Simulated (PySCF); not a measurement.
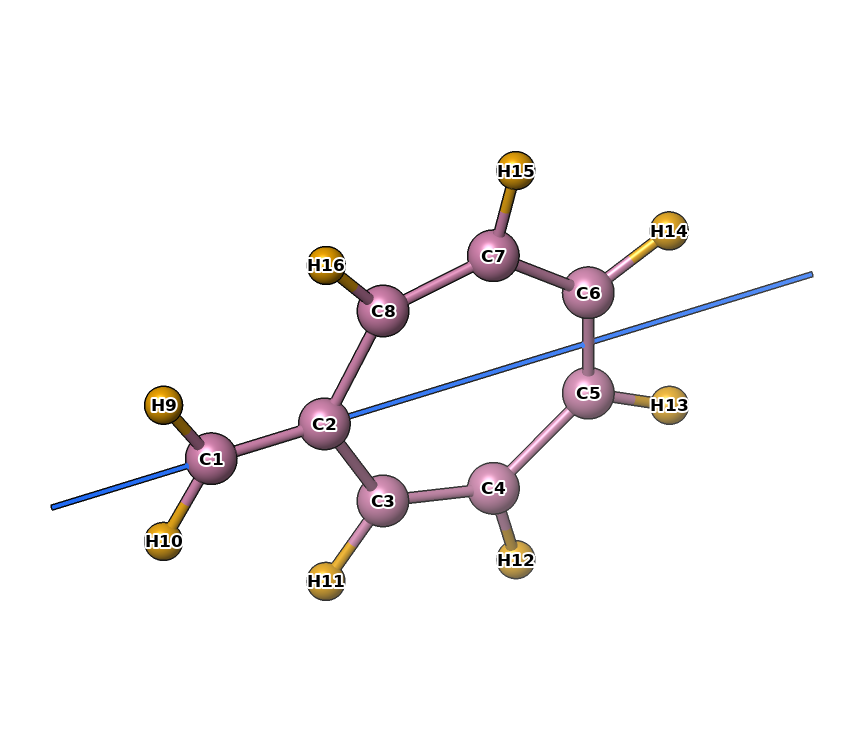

A line through the centre of mass is drawn in. Atoms fade into the background with distance from the viewer. Computed geometry: GFN2-xTB optimisation. No frequency run is at hand to confirm it as a minimum.

### Is the line a proper rotation axis of the structure, and of what order?

Yes, a C2 axis. A turn by 180° leaves C1, C2 in place and moves C3 ↔ C8; C4 ↔ C7; C5 ↔ C6; H9 ↔ H10; H11 ↔ H16; H12 ↔ H15; H13 ↔ H14. The point group is C2v.
